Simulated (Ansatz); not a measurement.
# SiHF2 (SMILES F[SiH]F) at 5 levels

Aim: a comparison of 5 runs (U-wB97X/STO-3G, UHSE06/STO-3G, UPBE/STO-3G, USVWN5/STO-3G, UCCSD/STO-3G) of SiHF2. 

Program for the calculation: Ansatz 0.2.0.

66 further runs of the same task are left out: 9 that didn't finish, 57 set aside as unsound or not needed.

### 1 The structure to begin with

SiHF2: 4 atoms, total charge 0, spin state doublet. As SMILES, `F[SiH]F`. The Si2–F1 distance was set to 2.409 Å, away from the relaxed value. At this shape a bond of the SMILES string is far longer than usual.

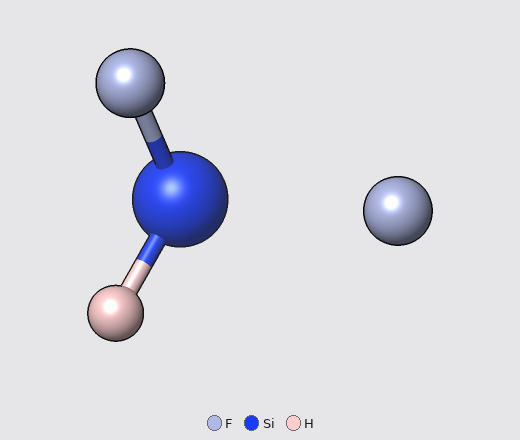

Viewed from a chosen angle; fluorine light blue, silicon blue, hydrogen pink.

### 2 A single-point energy at U-wB97X/STO-3G (run 1)

run.yaml

```yaml
crystal:
  periodic: [false, false, false]
  atoms:
    - symbol: F
      position_ang: [1.854484, 1.150938, -0.464877]
    - symbol: Si
      position_ang: [-0.028060, -0.342890, -0.301090]
    - symbol: F
      position_ang: [-1.234200, 0.716240, -0.252780]
    - symbol: H
      position_ang: [0.035310, -1.026330, 0.964150]
basis:
  gaussian:
    orbitals: STO-3G
magnetization:
  spin_polarized: true
  initial_magnetization: 1
hamiltonian:
  xc: {name: wB97X}
accuracy: high
```

The run is started by

```bash
$ ansatz run run.yaml --threads 1 --pin off --max-ram 2610MiB --events-out events.jsonl --progress --plain --runs-dir runs
```

Output:

```text
Warning: RAYON_NUM_THREADS=1 ignored (pool sized by the plan → 1); use --threads N
Functional definition: wB97X
  name "wB97X"
  parameter omega = 0.3/bohr
  parameter cx = 0.157706
  parameter cx1 = 0.726479
  parameter cx2 = 1.04760
  parameter cx3 = -5.70635
  parameter cx4 = 13.2794
  parameter css1 = -4.33879
  parameter css2 = 18.2308
  parameter css3 = -31.7430
  parameter css4 = 17.2901
  parameter cos1 = 2.37031
  parameter cos2 = -11.3995
  parameter cos3 = 6.58405
  parameter cos4 = -3.78132
  exchange = spin_sum(e_x_unif_sr(omega)*poly(b97_u_x, 1 - cx, cx1, cx2, cx3, cx4)) + cx*exact_x_sr(omega)
      + exact_x_lr(omega)
  correlation = spin_sum(e_c_pw_same_spin*poly(b97_u_same, 1, css1, css2, css3, css4))
      + integral(e_c_pw_opposite_spin*poly(b97_u_opposite, 1, cos1, cos2, cos3, cos4))
345 factors; integrals over basis functions are off by at most 2.9e-8 eV
140 factors; integrals over basis functions are off by at most 1.4e-9 eV
mean field evaluation 1: about -13144.4688 eV, gradient 1.9e1 eV
mean field evaluation 2: about -13102.3448 eV, gradient 7.2e1 eV
mean field evaluation 4: about -13151.1182 eV, gradient 8.3e0 eV
mean field evaluation 8: about -13152.1807 eV, gradient 3.3e-1 eV
mean field evaluation 16: about -13152.1939 eV, gradient 2.3e-2 eV
mean field evaluation 32: about -13152.1940 eV, gradient 3.0e-6 eV
mean field -13152.19399068 eV, -483.3342142803 hartree, gradient 8.7e-8 eV, S^2 0.858151; 4 other end points of the search recorded, 0 dependent functions left out
reference -13152.19398951 eV, -483.3342142372 hartree; 17, 16 occupied and 3, 4 virtual orbitals, 345 factors
Total energy: -13152.19398951 eV, -483.3342142372 hartree
```

It took 6.9 s on 1 thread of Intel Xeon 6975P-C (Granite Rapids), shared host; peak memory 0.39 GiB.

### 3 The energy at UHSE06/STO-3G (run 2)

run.yaml

```yaml
basis:
  gaussian:
    orbitals: STO-3G
crystal:
  periodic: [false, false, false]
  atoms:
    - {symbol: F, position_ang: [1.854484, 1.150938, -0.464877]}
    - {symbol: Si, position_ang: [-0.028060, -0.342890, -0.301090]}
    - {symbol: F, position_ang: [-1.234200, 0.716240, -0.252780]}
    - {symbol: H, position_ang: [0.035310, -1.026330, 0.964150]}
magnetization:
  spin_polarized: true
  initial_magnetization: 1
hamiltonian:
  xc: hse06
accuracy: high
```

The run is started by

```bash
$ ansatz run run.yaml --threads 1 --pin off --max-ram 2610MiB --events-out events.jsonl --progress --plain --runs-dir runs
```

Output:

```text
Warning: RAYON_NUM_THREADS=1 ignored (pool sized by the plan → 1); use --threads N
Functional definition: HSE06
  name "HSE06"
  parameter a = 0.25
  parameter omega = 0.11/bohr
  exchange = pbe_x - a*pbe_x_sr(omega) + a*exact_x_sr(omega)
  correlation = pbe_c
345 factors; integrals over basis functions are off by at most 2.9e-8 eV
54 factors; integrals over basis functions are off by at most 1.1e-9 eV
mean field evaluation 1: about -13138.9404 eV, gradient 1.8e1 eV
mean field evaluation 2: about -12828.8233 eV, gradient 1.1e2 eV
mean field evaluation 4: about -13143.4246 eV, gradient 1.4e1 eV
mean field evaluation 8: about -13143.4118 eV, gradient 1.4e1 eV
mean field evaluation 16: about -13145.3172 eV, gradient 1.9e-7 eV
mean field -13145.31724236 eV, -483.0814984407 hartree, gradient 2.1e-8 eV, S^2 0.827960; 4 other end points of the search recorded, 0 dependent functions left out
reference -13145.31724371 eV, -483.0814984904 hartree; 17, 16 occupied and 3, 4 virtual orbitals, 345 factors
Total energy: -13145.31724371 eV, -483.0814984904 hartree
```

It took 1.5 s on 1 thread of Intel Xeon 6975P-C (Granite Rapids), shared host; peak memory 0.14 GiB.

Runs 3 to 4 aren't shown in full; the table further down has their settings and results.

### 4 The energy at UCCSD/STO-3G (run 5)

run.yaml

```yaml
crystal:
  periodic: [false, false, false]
  atoms:
    - {symbol: F, position_ang: [1.854484, 1.150938, -0.464877]}
    - {symbol: Si, position_ang: [-0.028060, -0.342890, -0.301090]}
    - {symbol: F, position_ang: [-1.234200, 0.716240, -0.252780]}
    - {symbol: H, position_ang: [0.035310, -1.026330, 0.964150]}
basis:
  gaussian: {orbitals: STO-3G}
magnetization: {spin_polarized: true, initial_magnetization: 1}
correlation: {method: ccsd, frozen_orbitals: {F: 1, H: 0, Si: 5}}
accuracy: high
scf: {omitted_lower_state_checks: [cluster_reference, increment]}
```

The run is started by

```bash
$ ansatz run run.yaml --threads 1 --pin off --max-ram 2610MiB --events-out events.jsonl --progress --plain --runs-dir runs
```

Output:

```text
Warning: RAYON_NUM_THREADS=1 ignored (pool sized by the plan → 1); use --threads N
[... 16 lines left out ...]
7 core orbitals not correlated: weight in the atoms' cores, before any rotation towards them, 1.000 or more for the frozen orbitals, at most 0.000 for the correlated occupied ones
[... 70 lines left out ...]
Total energy: -13121.89294690 eV, -482.2206714603 hartree
Checks for a lower state left out: cluster_reference, increment
```

Run time: 0.62 s. Hardware: 1 thread of Intel Xeon 6975P-C (Granite Rapids), shared host.

### 5 All runs side by side

```tsv
run	level	frozen core orbitals	energy (Eh)	⟨S²⟩	wall time
1	U-wB97X/STO-3G	–	-483.334214	0.858	6.9 s
2	UHSE06/STO-3G	–	-483.081498	0.828	1.5 s
3	UPBE/STO-3G	–	-483.028738	0.760	1.2 s
4	USVWN5/STO-3G	–	-480.872485	0.755	0.68 s
5	UCCSD/STO-3G	7	-482.220671	0.990	0.62 s
```

### 6 Outcome

| quantity | value |
| --- | --- |
| run 5: total energy | -482.22067 Eh |
| run 5: correlation energy (7 core orbitals frozen) | -68.9 mEh |
| run 5: ⟨S²⟩ of the reference determinant | 0.990 |
| run 5: T1 diagnostic | 0.031 |

**Reading.** Totals of different functionals can't be ranked against each other. In runs 1, 2, 3, 4, 5 the basis is minimal, so the values are rough. Spin contamination of the reference: run 5 ⟨S²⟩ = 0.99, run 1 ⟨S²⟩ = 0.86. All runs together took 11 s, the longest 6.9 s.
